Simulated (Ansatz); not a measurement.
## Electronic structure of C$_{4}$H$_{10}$BClSi in real space

```xyz
17

C     0.9805   -0.3597    0.1904
C     0.9231   -1.3349   -0.9983
C    -0.0525   -0.8591   -2.0948
C    -1.6895   -0.8276    0.4549
B    -0.4170   -0.0294    0.8404
Cl   -0.5245    1.3527    1.9586
Si   -1.8371   -0.7050   -1.4421
H     1.4561    0.5906   -0.1167
H     1.6428   -0.7501    0.9872
H     0.6193   -2.3355   -0.6419
H     1.9307   -1.4686   -1.4271
H    -0.0283   -1.5391   -2.9621
H     0.2732    0.1273   -2.4697
H    -2.4525    0.5952   -1.8402
H    -2.7062   -1.8055   -1.9573
H    -1.4894   -1.9044    0.6131
H    -2.6118   -0.5514    0.9837
```

Geometry: B3LYP-D3(BJ)/def2-SVP.

Method: isolated molecule in a Gaussian basis; Kohn-Sham density functional theory, functional PBE0 (Ansatz).

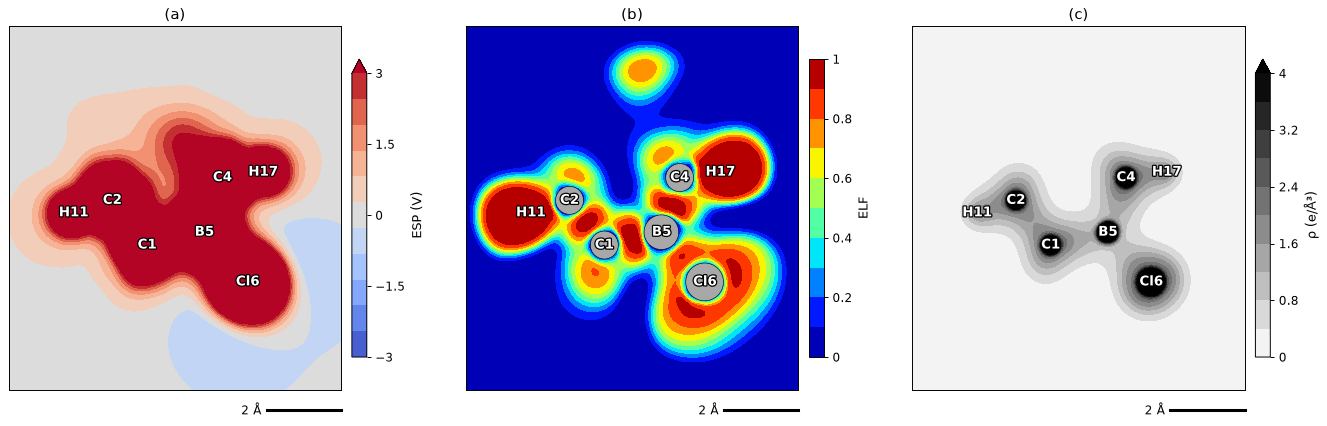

Figure 1. (a) electrostatic potential; (b) electron localisation function; (c) total electron density on the plane of atoms B5, C4 and H17. Grey discs cover the atomic cores in the ELF map.

Q: What do the fields say about this system?

A:
- The plane passes through C, B, Cl and H nuclei.
- C–C (1.54 Å): the density is about 1.6 e/Å³ at the midpoint; the ELF peaks at about 0.95 between the atoms (localised, covalent bonding).
- C–B (1.55 Å): ρ is about 1.4 e/Å³ halfway; the ELF peaks at about 0.95 between the atoms (a shared electron pair).
- B–Cl (1.78 Å): ρ is about 1.3 e/Å³ halfway; the ELF peaks at about 0.90 between the atoms (a shared but strongly polarised pair).
- C–H (1.10 Å): the density is about 1.9 e/Å³ at the midpoint; the ELF climbs to about 1 towards the hydrogen, as it does in any bond to H; an ordinary covalent bond to hydrogen.
- The ELF also peaks beside Cl6, away from the bonds: lone-pair regions.
- Outside the dense part of the molecule the potential is most negative (−0.7 V) near Cl6.

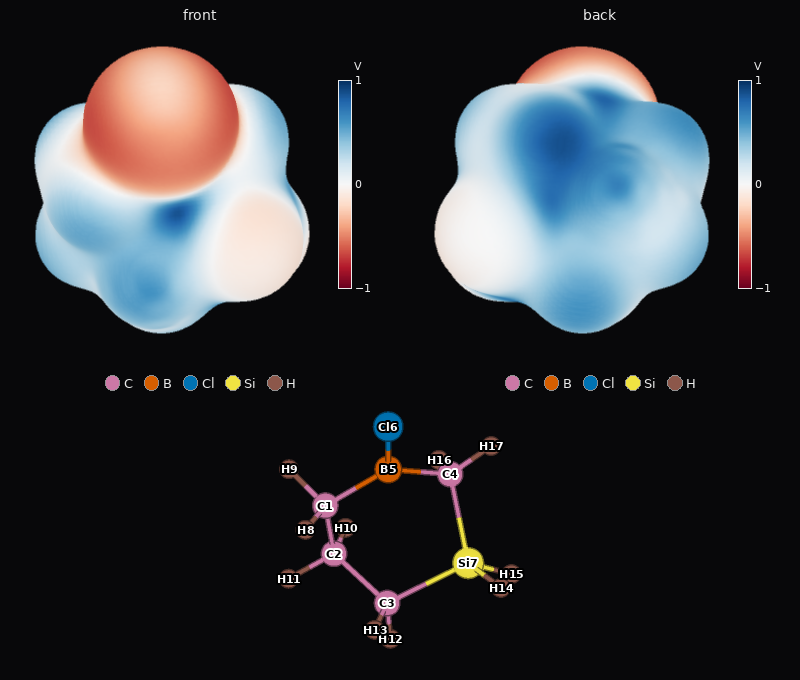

Figure 2. The molecular electrostatic potential painted on the density surface at 0.001 e/bohr³, seen from the front and from behind; the colour scale runs from red (negative) to blue (positive). The bare structure is drawn below in the same view.

Q: Which sites attract a positive test charge, and which a negative one?

A: A positive charge is drawn to the negative regions and a negative charge to the positive ones. The most negative region (about −0.6 V, or −14 kcal/mol for a unit charge) lies over Cl6, the most positive (about +0.9 V, or +21 kcal/mol for a unit charge) over B5, Si7 and H16.

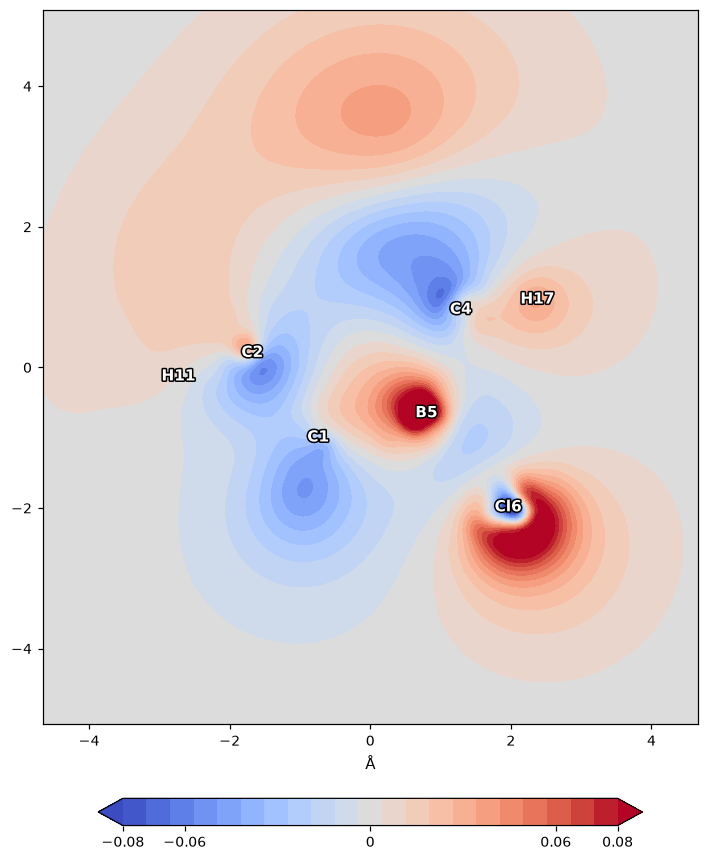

Figure 3. One frontier orbital on the plane of atoms B5, C4 and H17 (values in Å⁻³ᐟ²; the overall sign is arbitrary).

Q: Which orbital is it: HOMO or LUMO?

A: The LUMO, at −0.94 eV. By Hirshfeld shares it lies mainly on B5 (about 40 %), Cl6 (about 15 %), Si7 (about 10 %), C4 (about 10 %) and C1 (about 5 %).

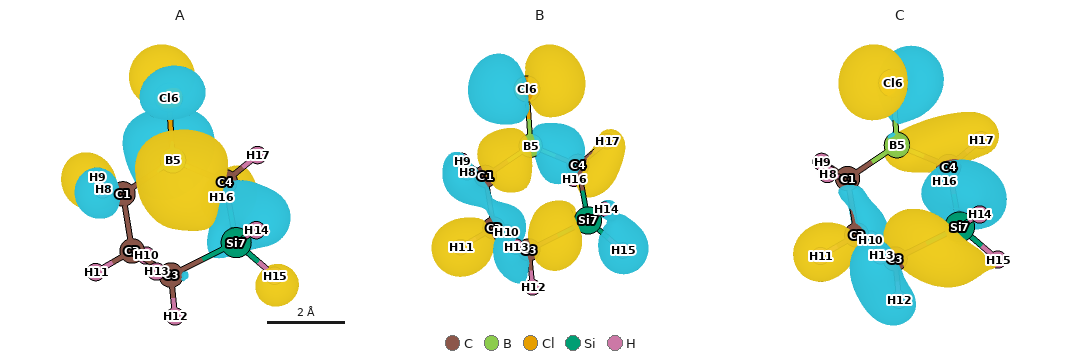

Figure 4. Three frontier orbitals at ±0.08 Å⁻³ᐟ² (yellow and cyan are the two phases), in no order.

Q: Order the three orbitals by energy and name them.

A: C is the HOMO−1 (−8.44 eV). Its weight (Hirshfeld) is mainly on Cl6 (about 20 %), C4 (about 20 %), Si7 (about 20 %) and C3 (about 20 %). B is the HOMO (−8.03 eV). By Hirshfeld shares it lies mainly on Cl6 (about 30 %), C1 (about 10 %), B5 (about 10 %), C4 (about 10 %), C3 (about 5 %) and Si7 (about 5 %). A is the LUMO (−0.94 eV). It lies mainly on B5 (about 40 %), Cl6 (about 15 %), Si7 (about 10 %), C4 (about 10 %) and C1 (about 5 %).

Q: What is the HOMO–LUMO gap?

A: 7.09 eV between the orbital energies.
